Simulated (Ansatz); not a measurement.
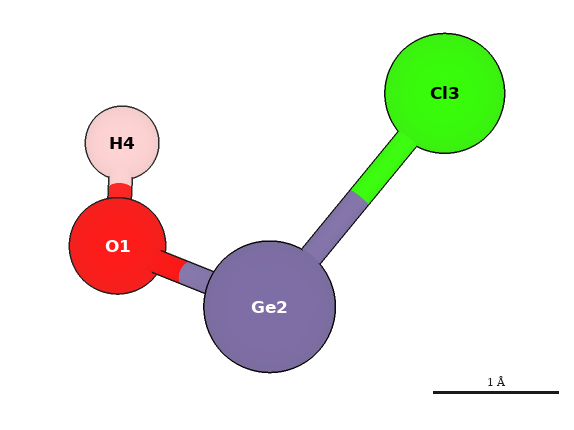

Simulated data, not a measurement (program: Ansatz).

Numbered structure. Geometry: relaxed with PBE0-D4/def2-TZVP with one coordinate held away from its value at the minimum.

### What is the geometry at O1?

O1 has 2 neighbours (Ge2 at 1.63, H4 at 0.96 Å); the arrangement is bent.

### How are the neighbours of atom 2 arranged?

Ge2 has 2 neighbours (O1 at 1.63, Cl3 at 2.23 Å); the arrangement is bent.
